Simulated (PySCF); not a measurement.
CHP (methylidynephosphane)

Input

```
{"job": {"kind": "sp", "xc": "wB97X", "basis": "def2-TZVP", "d3": "d3bj", "grid": 2}, "charge": 0, "multiplicity": 1}
C     -0.142975    -0.008908    -0.029816
P      1.380186     0.060323     0.189131
H     -1.214534    -0.056863    -0.184462
```

Launched as:

```sh
OMP_NUM_THREADS=1 python redox_run.py task.json out
```

Geometry: PBE0-D3(BJ)/def2-SVP.

The calculation used PySCF, DFT single point, gas phase, functional wB97X.

> What will maps of the electron density and electron localisation function show?

C–P (1.54 Å): ρ at the midpoint is about 1.6 e/Å³; the ELF peaks at about 0.85 between the atoms, as expected for localised, covalent bonding.
C–H (1.08 Å): ρ is about 2.1 e/Å³ halfway; the ELF climbs to about 1 towards the hydrogen, as it does in any bond to H; a covalent bond by its length.

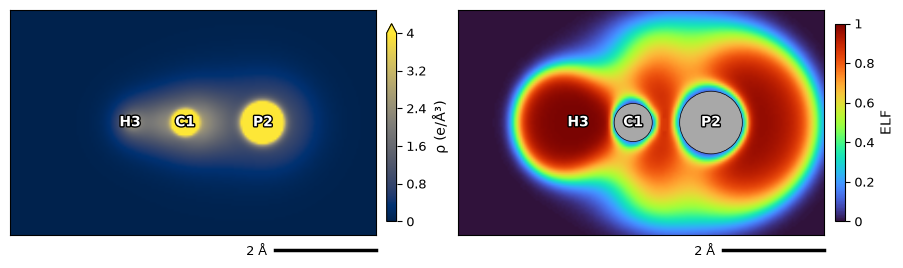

Computed electron density and electron localisation function on a plane that holds the molecular axis, in this order. Grey discs cover the atomic cores in the ELF map. 
